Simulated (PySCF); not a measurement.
# C₂H₆AlFO₂: geometry, spin-spin couplings

Aim: predict the spin-spin couplings of C₂H₆AlFO₂ (`C[O][Al]([F])[O]C`).

The runs use PySCF 2.14.0, with density-fitted response routines of our own; the level of theory stands in each step. All values are computed, except where a source is named. Atoms are numbered from 0 throughout.

### Step 1. The starting structure

12 atoms, charge 0, multiplicity 1; geometry from: GFN2-xTB. The atoms were then displaced at random by about 0.01 Å, so the start is not that level's minimum.

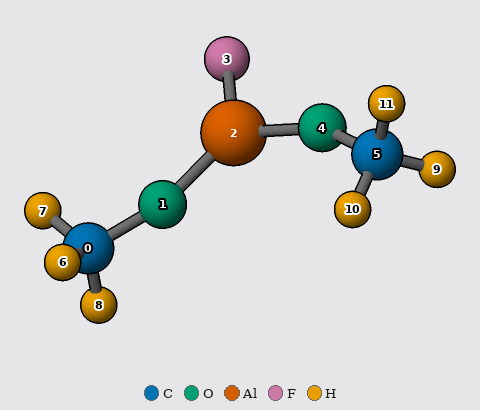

The starting geometry (carbon blue, oxygen teal, aluminium orange, fluorine pink, hydrogen amber), atoms numbered.

### Step 2. Geometry optimisation at PBE0-D3(BJ)/def2-SVP

Job settings and geometry (Å):

```
{"job": {"xc": "PBE0", "basis": "def2-SVP", "d3": "d3bj", "grid": 1, "shake": 0.01, "kind": "geom"}, "charge": 0, "multiplicity": 1}
C     -2.505830    -0.664140     0.041850
O     -1.243510    -0.102030     0.131530
Al    -0.099770     1.046930     0.361440
F     -0.394600     2.624260     0.710710
O      1.524910     0.702010     0.267110
C      2.609750    -0.148240     0.079360
H     -2.528580    -1.614080     0.535390
H     -3.249960     0.016820     0.504340
H     -2.791620    -0.763850    -0.995060
H      3.221160     0.223180    -0.731990
H      2.274640    -1.168380    -0.148110
H      3.223110    -0.180760     0.999120
```

Command:

```
OMP_NUM_THREADS=1 python probes_run.py task.json out
```

The driver reads the jobs from task.json and runs them one after another.

Standard output:

```text
step   0  E = -571.90049822  max force = 0.035922
step   1  E = -571.90469274  max force = 0.008619
step   2  E = -571.90499333  max force = 0.002505
step   3  E = -571.90510035  max force = 0.002467
step   4  E = -571.90529635  max force = 0.004110
step   5  E = -571.90544364  max force = 0.003378
step   6  E = -571.90552664  max force = 0.002399
step   7  E = -571.90556996  max force = 0.000936
step   8  E = -571.90558984  max force = 0.000930
step   9  E = -571.90560700  max force = 0.000860
step  10  E = -571.90562191  max force = 0.001176
step  11  E = -571.90563326  max force = 0.001061
step  12  E = -571.90563996  max force = 0.000762
step  13  E = -571.90564160  max force = 0.000733
step  14  E = -571.90564398  max force = 0.000470
step  15  E = -571.90564722  max force = 0.000570
step  16  E = -571.90565564  max force = 0.000820
step  17  E = -571.90567271  max force = 0.001071
step  18  E = -571.90568636  max force = 0.000840
step  19  E = -571.90569337  max force = 0.000572
step  20  E = -571.90569997  max force = 0.000566
step  21  E = -571.90570479  max force = 0.000780
step  22  E = -571.90570921  max force = 0.000573
step  23  E = -571.90571238  max force = 0.000347
optimisation converged
```

Wall time 2 min (1 thread of Arm Neoverse V1, shared host); peak memory 0.48 GiB.

Step by step:

| step | energy from step 0 (eV) | largest force component (eV/Å) |
| --- | --- | --- |
| 0 | 0.0000 | 1.8472 |
| 1 | -0.1141 | 0.4432 |
| 2 | -0.1223 | 0.1288 |
| 3 | -0.1252 | 0.1269 |
| 4 | -0.1306 | 0.2113 |
| 5 | -0.1346 | 0.1737 |
| 6 | -0.1368 | 0.1234 |
| 7 | -0.1380 | 0.0481 |
| 8 | -0.1386 | 0.0478 |
| 9 | -0.1390 | 0.0442 |
| 10 | -0.1394 | 0.0605 |
| 11 | -0.1397 | 0.0546 |
| 12 | -0.1399 | 0.0392 |
| 13 | -0.1400 | 0.0377 |
| 14 | -0.1400 | 0.0242 |
| 15 | -0.1401 | 0.0293 |
| 16 | -0.1403 | 0.0422 |
| 17 | -0.1408 | 0.0551 |
| 18 | -0.1412 | 0.0432 |
| 19 | -0.1414 | 0.0294 |
| 20 | -0.1415 | 0.0291 |
| 21 | -0.1417 | 0.0401 |
| 22 | -0.1418 | 0.0295 |
| 23 | -0.1419 | 0.0178 |

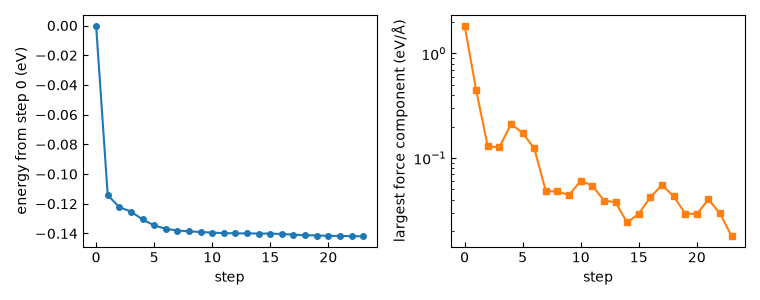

Energy and force, step by step.

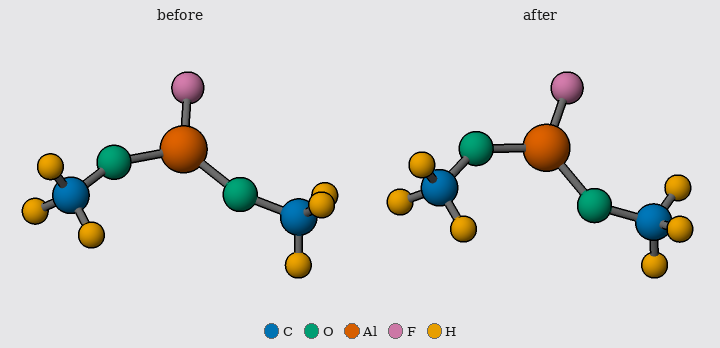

Before and after, at one scale.

Distances of close pairs at the start and the end, largest changes first:

| bond | before (Å) | after (Å) | change (Å) |
| --- | --- | --- | --- |
| O1–Al2 | 1.637 | 1.679 | +0.042 |
| C0–H6 | 1.071 | 1.104 | +0.033 |
| C0–H8 | 1.080 | 1.104 | +0.024 |
| C5–H9 | 1.082 | 1.104 | +0.022 |
| Al2–F3 | 1.642 | 1.656 | +0.014 |
| Al2–O4 | 1.664 | 1.677 | +0.013 |
| C5–H10 | 1.098 | 1.105 | +0.008 |
| C0–O1 | 1.385 | 1.389 | +0.005 |

The final coordinates are the input of the step that follows.

| at the end point | value |
| --- | --- |
| rotational constants (GHz, main isotopes) | 3.888, 1.872, 1.284 |
| dipole moment (D) | 1.99 |

### Step 3. J couplings: B3LYP/cc-pVTZ

Job settings and geometry (Å):

```
{"job": {"kind": "j", "xc": "B3LYP", "basis": "cc-pVTZ"}, "charge": 0, "multiplicity": 1}
C     -2.390277    -0.675446     0.371287
O     -1.049234    -0.332532     0.250043
Al    -0.069471     1.031057     0.261390
F     -0.711120     2.536723     0.511881
O      1.585174     0.917843     0.015525
C      2.535697    -0.077771    -0.175575
H     -2.536840    -1.375867     1.212164
H     -3.044386     0.198367     0.545765
H     -2.745679    -1.181517    -0.543618
H      3.118664     0.118454    -1.092387
H      2.091786    -1.085789    -0.268864
H      3.248401    -0.101616     0.667742
```

Level: B3LYP/cc-pVTZ indirect spin-spin coupling, non-relativistic, gas phase.

Standard output:

```text
coarse grid: 10776 points
cycle   1  E = -572.6132034948  dE =  5.240e-01  |g| = 1.248e+00  |ddm| = 6.929e+00
cycle   2  E = -571.9893174717  dE =  6.239e-01  |g| = 2.246e+00  |ddm| = 3.728e+00
cycle   3  E = -572.8746577306  dE = -8.853e-01  |g| = 1.170e-01  |ddm| = 2.426e+00
cycle   4  E = -572.8756467847  dE = -9.891e-04  |g| = 1.022e-01  |ddm| = 2.113e-01
cycle   5  E = -572.8771355267  dE = -1.489e-03  |g| = 1.349e-02  |ddm| = 1.046e-01
cycle   6  E = -572.8771617178  dE = -2.619e-05  |g| = 2.478e-03  |ddm| = 1.721e-02
cycle   7  E = -572.8771629389  dE = -1.221e-06  |g| = 9.941e-04  |ddm| = 5.158e-03
final grid: 100560 points
cycle   8  E = -572.8696223291  dE = -6.692e-05  |g| = 7.170e-03  |ddm| = 7.204e-02
cycle   9  E = -572.8696146998  dE =  7.629e-06  |g| = 9.740e-03  |ddm| = 2.321e-02
cycle  10  E = -572.8696322509  dE = -1.755e-05  |g| = 1.040e-03  |ddm| = 1.265e-02
cycle  11  E = -572.8696324278  dE = -1.769e-07  |g| = 3.005e-04  |ddm| = 1.623e-03
cycle  12  E = -572.8696324448  dE = -1.698e-08  |g| = 7.961e-05  |ddm| = 4.680e-04
cycle  13  E = -572.8696324456  dE = -8.356e-10  |g| = 2.961e-05  |ddm| = 1.055e-04
converged SCF energy = -572.8696324456

Indirect spin-spin couplings (Hz)
  i      j    bonds     total        FC       PSO       DSO        SD
  0 C    1 O    1     17.497    18.484    -0.871    -0.117         -
  0 C    2 Al   2      2.576     2.825    -0.173    -0.077         -
  0 C    3 F    3     -0.462    -0.379     0.191    -0.130    -0.144
  0 C    4 O    3      0.149     0.066     0.033     0.050         -
  0 C    6 H    1    131.174   129.919     0.555     0.699         -
  0 C    7 H    1    127.723   126.415     0.577     0.731         -
  0 C    8 H    1    131.095   129.839     0.557     0.700         -
  1 O    3 F    2     17.859     7.245    11.761     0.162    -1.309
  1 O    5 C    3     -0.045    -0.013    -0.036     0.005         -
  1 O    6 H    2     -5.647    -4.912    -0.846     0.111         -
  1 O    7 H    2     -0.793    -0.172    -0.752     0.131         -
  1 O    8 H    2     -5.541    -4.805    -0.847     0.111         -
  1 O    9 H    4     -0.150    -0.164    -0.090     0.103         -
  2 Al   3 F    1   -140.045   -52.274   -91.376     0.396     3.208
  2 Al   5 C    2      2.979     3.187    -0.133    -0.074         -
  2 Al   6 H    3      6.231     6.160     0.402    -0.331         -
  2 Al   7 H    3      3.145     3.343    -0.169    -0.030         -
  2 Al   8 H    3      5.755     5.689     0.389    -0.324         -
  2 Al   9 H    3      7.347     7.240     0.452    -0.345         -
  2 Al  10 H    3      2.968     3.065    -0.087    -0.010         -
  2 Al  11 H    3      4.731     4.659     0.382    -0.310         -
  3 F    4 O    2      3.115    -2.133     5.951     0.122    -0.825
  3 F    5 C    3     -0.459    -0.041    -0.347    -0.390     0.319
  3 F   10 H    4     -1.188    -0.032     0.313    -1.394    -0.074
  3 F   11 H    4     -0.229     0.352     0.467    -1.084     0.035
  4 O    5 C    1     17.522    18.507    -0.869    -0.116         -
  4 O    7 H    4      0.150     0.017    -0.040     0.173         -
  4 O    9 H    2     -6.099    -5.357    -0.853     0.111         -
  4 O   10 H    2     -0.728    -0.105    -0.754     0.132         -
  4 O   11 H    2     -5.303    -4.563    -0.854     0.113         -
  5 C    9 H    1    131.380   130.130     0.551     0.699         -
  5 C   10 H    1    127.719   126.412     0.571     0.736         -
  5 C   11 H    1    130.860   129.603     0.556     0.702         -
  6 H    7 H    2     -9.464    -9.375     2.270    -2.359         -
  6 H    8 H    2    -10.454   -10.333     2.299    -2.420         -
  6 H    9 H    6     -0.166    -0.005     0.654    -0.814         -
  7 H    8 H    2     -9.438    -9.350     2.269    -2.356         -
  7 H    9 H    6     -0.219    -0.001     0.699    -0.917         -
  7 H   10 H    6     -0.182    -0.002     0.586    -0.765         -
  7 H   11 H    6     -0.219    -0.002     0.681    -0.897         -
  8 H   11 H    6     -0.162    -0.003     0.640    -0.798         -
  9 H   10 H    2     -9.397    -9.308     2.269    -2.358         -
  9 H   11 H    2    -10.498   -10.377     2.299    -2.420         -
 10 H   11 H    2     -9.301    -9.216     2.263    -2.347         -
```

It took 42 s on 1 thread of Arm Neoverse V1, shared host; peak memory 0.96 GiB.

This basis has no tight s functions, so the Fermi-contact terms are rough.

Couplings of 1 Hz or more over one to four bonds, nine at most for each number, with means over like pairs (isotopes 27Al, 13C, 19F, 1H, 17O):

| pair | bonds | J (Hz) | Fermi contact (Hz) |
| --- | --- | --- | --- |
| Al2–F3 | 1 | -140.0 | -52.3 |
| C0–H6 | 1 | 130.0 | 128.7 |
| C0–O1 | 1 | 17.5 | 18.5 |
| O1–F3 | 2 | 10.5 | 2.6 |
| H6–H7 | 2 | -9.8 | -9.7 |
| O1–H6 | 2 | -4.0 | -3.3 |
| C0–Al2 | 2 | 2.8 | 3.0 |
| Al2–H6 | 3 | 5.0 | 5.0 |

Means hide unlike values in this fixed geometry: O1–F3 from 3.1 to 17.9 Hz; O1–H6 from -6.1 to -0.7 Hz; Al2–H6 from 3.0 to 7.3 Hz. They hold only if the pairs exchange fast.

The spin-dipole term was solved for some atoms only; pairs without it lack that part.

The response was solved for the nuclei of C, F, H alone, so couplings that need other nuclei can be missing.

Quadrupole couplings from the field gradients of the same density:

| atom | isotope | eQq/h (MHz) | η |
| --- | --- | --- | --- |
| Al2 | 27Al | 34.9 | 0.23 |
| O4 | 17O | -9.709 | 0.03 |
| O1 | 17O | -9.672 | 0.03 |

### Step 4. Spin-spin couplings: B3LYP/6-31G*

Settings changed since step 3:

```diff
@@ -1,2 +1,2 @@
-{"job": {"kind": "j", "xc": "B3LYP", "basis": "cc-pVTZ"}, "charge": 0, "multiplicity": 1}
+{"job": {"kind": "j", "xc": "B3LYP", "basis": "6-31G*"}, "charge": 0, "multiplicity": 1}
 C     -2.390277    -0.675446     0.371287
```

Level: B3LYP/6-31G* indirect spin-spin coupling, non-relativistic, gas phase.

Standard output:

```text
coarse grid: 10776 points
cycle   1  E = -572.4809879827  dE =  5.493e-01  |g| = 1.178e+00  |ddm| = 3.065e+00
cycle   2  E = -571.9874857177  dE =  4.935e-01  |g| = 1.999e+00  |ddm| = 2.245e+00
cycle   3  E = -572.7361487718  dE = -7.487e-01  |g| = 1.013e-01  |ddm| = 1.492e+00
cycle   4  E = -572.7369961146  dE = -8.473e-04  |g| = 8.248e-02  |ddm| = 1.122e-01
cycle   5  E = -572.7381015880  dE = -1.105e-03  |g| = 9.332e-03  |ddm| = 5.163e-02
cycle   6  E = -572.7381176412  dE = -1.605e-05  |g| = 1.863e-03  |ddm| = 8.278e-03
cycle   7  E = -572.7381184426  dE = -8.014e-07  |g| = 5.473e-04  |ddm| = 1.835e-03
final grid: 100560 points
cycle   8  E = -572.6910834681  dE = -1.242e-05  |g| = 5.884e-03  |ddm| = 1.192e-02
cycle   9  E = -572.6910790009  dE =  4.467e-06  |g| = 7.679e-03  |ddm| = 9.378e-03
cycle  10  E = -572.6910913654  dE = -1.236e-05  |g| = 6.751e-04  |ddm| = 5.007e-03
cycle  11  E = -572.6910914509  dE = -8.545e-08  |g| = 1.298e-04  |ddm| = 5.446e-04
cycle  12  E = -572.6910914541  dE = -3.215e-09  |g| = 3.688e-05  |ddm| = 1.339e-04
cycle  13  E = -572.6910914542  dE = -1.645e-10  |g| = 2.341e-05  |ddm| = 3.673e-05
converged SCF energy = -572.6910914542

Indirect spin-spin couplings (Hz)
  i      j    bonds     total        FC       PSO       DSO        SD
  0 C    1 O    1      3.179     4.121    -0.817    -0.125         -
  0 C    2 Al   2      2.575     2.791    -0.140    -0.076         -
  0 C    3 F    3     -0.494    -0.389     0.155    -0.126    -0.133
  0 C    4 O    3      0.034    -0.050     0.034     0.049         -
  0 C    6 H    1    150.927   149.908     0.261     0.757         -
  0 C    7 H    1    147.305   146.218     0.300     0.787         -
  0 C    8 H    1    150.834   149.814     0.263     0.757         -
  1 O    3 F    2     11.168     0.226    11.904     0.156    -1.117
  1 O    5 C    3     -0.087    -0.060    -0.033     0.005         -
  1 O    6 H    2     -6.060    -5.516    -0.642     0.097         -
  1 O    7 H    2     -1.820    -1.383    -0.552     0.114         -
  1 O    8 H    2     -5.952    -5.407    -0.643     0.097         -
  1 O    9 H    4     -0.185    -0.225    -0.063     0.103         -
  1 O   10 H    4     -0.177    -0.104     0.062    -0.135         -
  2 Al   3 F    1    -91.526   -18.443   -75.432     0.436     1.913
  2 Al   5 C    2      2.431     2.636    -0.131    -0.073         -
  2 Al   6 H    3      5.058     5.044     0.341    -0.327         -
  2 Al   7 H    3      2.612     2.710    -0.071    -0.027         -
  2 Al   8 H    3      4.667     4.657     0.329    -0.320         -
  2 Al   9 H    3      6.064     6.054     0.351    -0.341         -
  2 Al  10 H    3      2.415     2.547    -0.126    -0.006         -
  2 Al  11 H    3      3.884     3.899     0.291    -0.306         -
  3 F    4 O    2     -5.979   -11.081     5.925     0.120    -0.942
  3 F    5 C    3      0.103     0.550    -0.361    -0.385     0.299
  3 F    6 H    4      0.352     1.056     0.283    -0.919    -0.069
  3 F    7 H    4      0.791     0.827    -0.472     0.531    -0.095
  3 F    8 H    4      0.377     1.078     0.282    -0.916    -0.068
  3 F    9 H    4     -0.323     0.437     0.307    -1.091     0.024
  3 F   10 H    4     -1.215     0.108     0.142    -1.375    -0.091
  3 F   11 H    4     -0.478     0.303     0.267    -1.068     0.020
  4 O    5 C    1      3.388     4.330    -0.817    -0.125         -
  4 O    7 H    4      0.174     0.023    -0.021     0.172         -
  4 O    9 H    2     -6.481    -5.933    -0.645     0.098         -
  4 O   10 H    2     -1.766    -1.327    -0.553     0.115         -
  4 O   11 H    2     -5.699    -5.151    -0.647     0.099         -
  5 C    9 H    1    151.122   150.110     0.257     0.756         -
  5 C   10 H    1    147.407   146.321     0.294     0.792         -
  5 C   11 H    1    150.628   149.605     0.264     0.759         -
  6 H    7 H    2    -12.590   -11.562     1.203    -2.232         -
  6 H    8 H    2    -13.574   -12.521     1.240    -2.293         -
  6 H    9 H    6     -0.368    -0.006     0.443    -0.806         -
  6 H   11 H    6     -0.223     0.029     0.275    -0.526         -
  7 H    8 H    2    -12.568   -11.542     1.202    -2.229         -
  7 H    9 H    6     -0.436    -0.001     0.474    -0.910         -
  7 H   10 H    6     -0.349     0.004     0.408    -0.761         -
  7 H   11 H    6     -0.431    -0.002     0.461    -0.890         -
  8 H    9 H    6     -0.242     0.026     0.299    -0.568         -
  8 H   11 H    6     -0.360    -0.002     0.433    -0.790         -
  9 H   10 H    2    -12.518   -11.488     1.201    -2.231         -
  9 H   11 H    2    -13.630   -12.579     1.241    -2.293         -
 10 H   11 H    2    -12.464   -11.442     1.199    -2.221         -
```

It took 9.5 s on 1 thread of Arm Neoverse V1, shared host; peak memory 0.56 GiB.

The basis is not made for couplings: without tight functions at the nuclei these values are rough.

In short: J(C0,H6) 149.7 Hz, J(Al2,F3) -91.5 Hz, J(H6,H7) -12.9 Hz (means over like pairs).

### Step 5. Comparing the runs: spin-spin couplings

Couplings (Hz), each a mean over the pairs like the one named, with basis size and wall time:

| run | C0–H6 | Al2–F3 | H6–H7 | C0–O1 | O1–F3 | Al2–H6 | O1–H6 | functions | time |
| --- | --- | --- | --- | --- | --- | --- | --- | --- | --- |
| B3LYP/cc-pVTZ | 130.0 | -140.0 | -9.8 | 17.5 | 10.5 | 5.0 | -4.0 | 268 | 42 s |
| B3LYP/6-31G* | 149.7 | -91.5 | -12.9 | 3.3 | 2.6 | 4.1 | -4.6 | 100 | 9.5 s |

### Step 6. Results

| quantity | value |
| --- | --- |
| rotational constants (main isotopes) | 3.89, 1.87, 1.28 GHz |
| largest coupling of the table (B3LYP/cc-pVTZ) | 1J(Al,F) Al2–F3, -140.0 Hz |
| range of J(C0,H6), mean over like pairs | 130.0 to 149.7 Hz |

**Reading.** The start of the PBE0/def2-SVP relaxation was shaken at random by about 0.01 Å, so part of the energy gained, and of the first lengths quoted, undoes that. The optimisation took 23 steps and gained 0.142 eV; among the close pairs (by a distance rule), O1–Al2 changed most, from 1.637 to 1.679 Å. No frequency check was run at this level, so the end point may be a saddle. In the run at B3LYP/cc-pVTZ, the largest coupling of the table is Al2–F3, -140.0 Hz, of which the Fermi-contact term gives -52.3 Hz. Couplings across rotatable bonds belong to this one conformer; where others are populated, the observed values are averages. The coupling C0–H6, as a mean over pairs of its kind, runs from 130.0 Hz (B3LYP/cc-pVTZ) to 149.7 Hz (B3LYP/6-31G*). Couplings from bases without tight functions are rough.
